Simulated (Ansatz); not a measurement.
H₅PSi (SMILES [SiH3]P)

```xyz
7

Si   -0.6274   -0.3569   -0.3868
P     1.0878   -0.0119    1.0359
H    -1.8475   -0.6191    0.4202
H    -0.3165   -1.5633   -1.1970
H    -0.8902    0.7846   -1.3021
H     0.6413    1.2848    1.4077
H     1.9524    0.4818    0.0221
```

Geometry: PBE0-D4/def2-TZVP.

Theory: RKS PBE0-D4/def2-TZVPP (Ansatz 0.2.0).

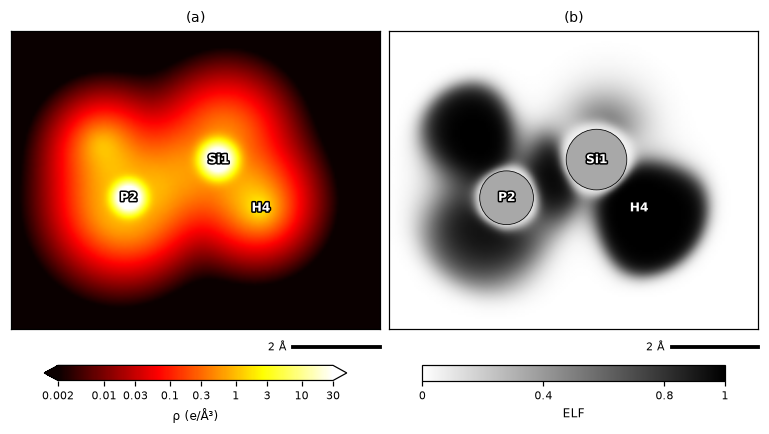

Figure 1. (a) total electron density; (b) ELF on the plane of atoms P2, Si1 and H4. Grey discs cover the atomic cores in the ELF map.

Question: Describe what can be read from this map.

Answer:
- Atoms in the plane: Si, P and H.
- Si–P (2.25 Å): ρ is about 0.72 e/Å³ halfway; the ELF peaks at about 0.95 between the atoms; a covalent bond.
- Si–H (1.49 Å): the density is about 0.8 e/Å³ at the midpoint; the ELF climbs to about 1 towards the hydrogen, as it does in any bond to H.
- The ELF also peaks beside P2, away from the bonds: lone-pair regions.

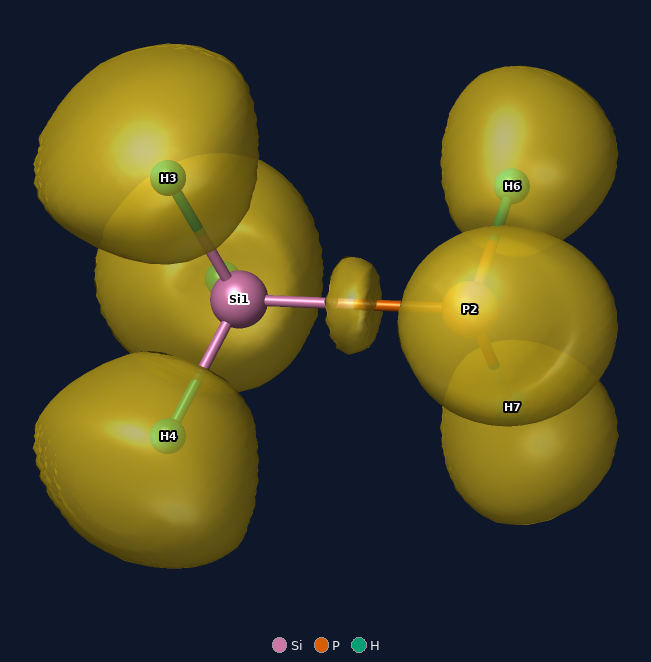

Figure 2. Isosurface of the ELF at 0.9 (yellow), seen across its widest extent. Only the valence region is drawn (cores and ρ < 0.01 e/Å³ removed).

Question: Where are the electrons localised?

Answer: At this value the surface marks out one region between bonded P–Si atoms (shared pairs), five regions around hydrogen nuclei and one lobe on P, pointing away from the bonds (lone pairs). Along the contacts the grid gives the following. P–H (1.42 Å): the ELF climbs to about 1 towards the hydrogen.

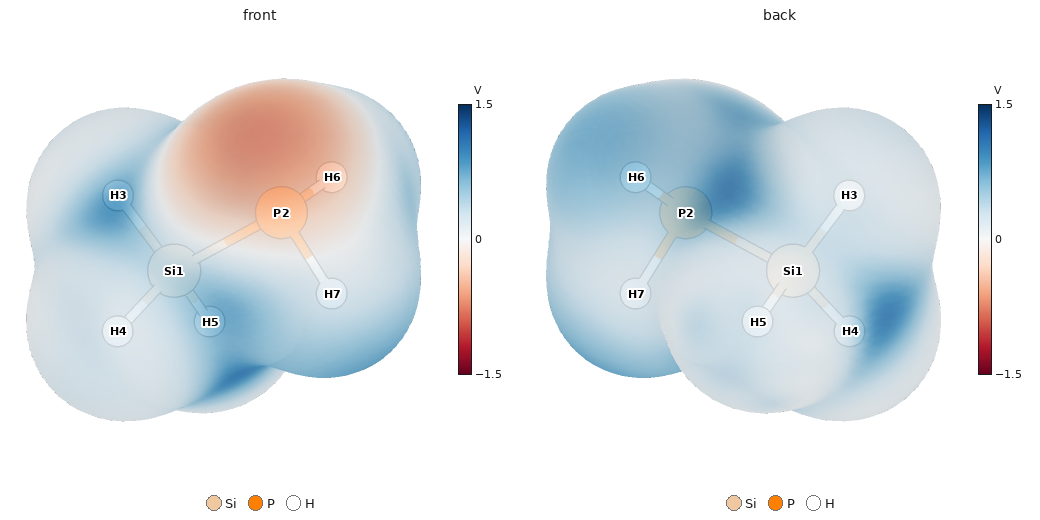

Figure 3. The molecular electrostatic potential painted on the density surface at 0.002 e/bohr³, seen from the front and from behind; the colour scale runs from red (negative) to blue (positive).

Question: Where is the surface potential most negative and most positive?

Answer: The most negative region (about −0.7 V) lies over P2, the most positive (about +1.0 V) over Si1.
